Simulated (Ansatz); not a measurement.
**Fields on a plane of MgTe (wurtzite)**

```
CELL_PARAMETERS angstrom
      4.60846     0.00000     0.00000
     -2.30423     3.99105     0.00000
      0.00000     0.00000     7.50071
ATOMIC_POSITIONS crystal
  Mg 0.66667 0.33333 0.00081
  Mg 0.33333 0.66667 0.50081
  Te 0.66667 0.33333 0.62439
  Te 0.33333 0.66667 0.12439
```

The slice is a (1 -1 0 0) plane (indices of the conventional cell) through the point (0.667, 0.333, 0.001) (fractional), spanned by u = [110] and v = [001] in vectors of this cell: u (4.61 Å) and v (7.50 Å, at 90° to u). It covers one period; positions are fractions (u, v).

Atoms on it: Mg at (0.00, 0.00); Te at (0.00, 0.62).

The numbers are results of PBE (plane waves to 420 eV, PAW, scalar-relativistic; Ansatz, an electronic-structure program), not measurements. k mesh 8×8×5. Inside the PAW spheres the values are not all-electron values, and peaks at nuclei hang on which shells count as valence. MgTe was relaxed with its symmetry unable to fall. Spin-orbit coupling is left out, though Te is heavy.

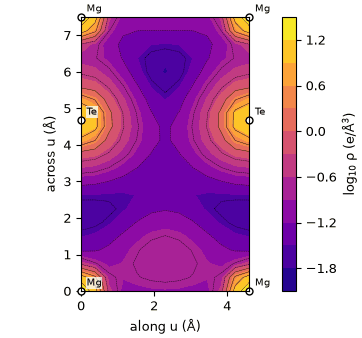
Fig. 1. Log₁₀ of the valence density in e/Å³, one period of the plane, atoms marked. The scale is logarithmic, as a density can span decades between atoms and voids.

```
|x+ .=+++=. +|
|.  .......  |
|+++:     :++|
|@@@*:   :*@@|
|*#%%+. .+%%#|
|:-*%*: :*%*-|
|xx+#%-.-%#+x|
|xx+%%=.=%%+x|
|.-*@%-.-%@*-|
|+*%@#: :#@%*|
|##%#=. .=#%#|
|++=:.   .:=+|
|.    .:.    |
|    :=+=:   |
|   :+***+:  |
|  :+*###*+: |
|  -*%%#%%*- |
|.  #%%%%%#  |
|x= =%%%%%= =|
|xx..#####..x|
```
Scale: ten equal steps from 0.02 (start of ' ') to 0.84 (end of '@'), in the order ' .:-=+*#%@'. Values: electron localisation function (ELF). The map has 12 points along u (one character each, u = 0 at the left) and 20 along v (v = 0 in the bottom row). Points within 0.5 Å of a nucleus are blanked (x), as the pseudised field means little there.
